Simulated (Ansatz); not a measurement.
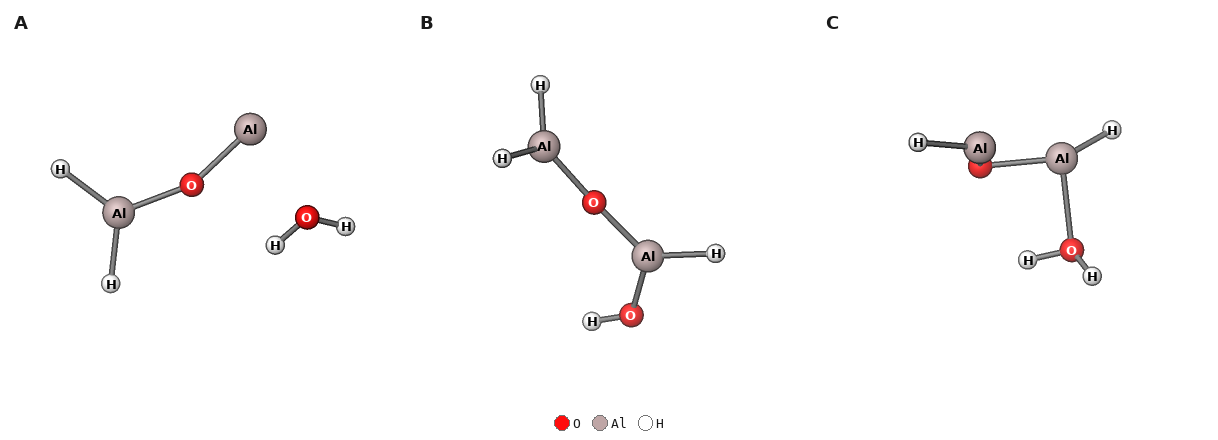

3 stationary structures of one formula. Geometries: PBE0-D4/def2-TZVP. Electronic energies: RHF-CCSD(T) (frozen core)/def2-TZVPP (Ansatz 0.2.0), without zero-point energy. No frequency run is at hand to confirm each as a minimum. Each is one conformer, not always the lowest.

Question: Rank them by energy, lowest first.

Answer: B is lowest (Cs); A lies 168.7 kJ/mol above it (C1), C lies 263.7 kJ/mol above it (C1).
